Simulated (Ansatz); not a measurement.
The figure comes from a scan of ZrPbO₃ (space group Amm2): the cell is scaled evenly about its relaxed volume V₀. Computed with PBEsol (plane waves to 420 eV, PAW, scalar-relativistic; Ansatz, an electronic-structure program). k mesh 8×8×8 (Γ-centred), Fermi-Dirac smearing 0.05 eV. Energies are smeared free energies. Spin-orbit coupling is left out, though Pb is heavy. This is one of several known forms of ZrPbO3; the measured ambient cells at hand have space group No. 55. ZrPbO3 is run without spin polarisation. ZrPbO3 was relaxed with its symmetry unable to fall. ΔE is measured from the relaxed starting cell.

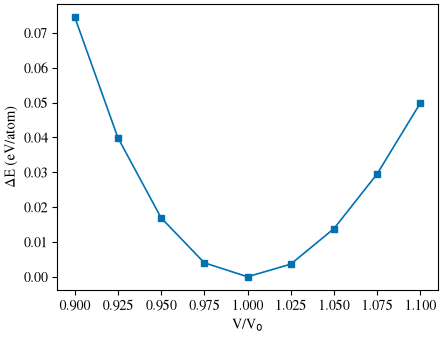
Figure: ΔE (eV/atom) against V/V₀; markers are the computed points, lines only join them.

Q: Read the plotted values off the figure, to the accuracy that the plot allows.

A: To the nearest 0.001:

```tsv
V/V₀	ΔE (eV/atom)
0.900	0.075
0.925	0.040
0.950	0.017
0.975	0.004
1.000	0.000
1.025	0.004
1.050	0.014
1.075	0.030
1.100	0.050
```

(Under strain, the slope of the energy per volume gives the stress and its curvature an elastic modulus.)
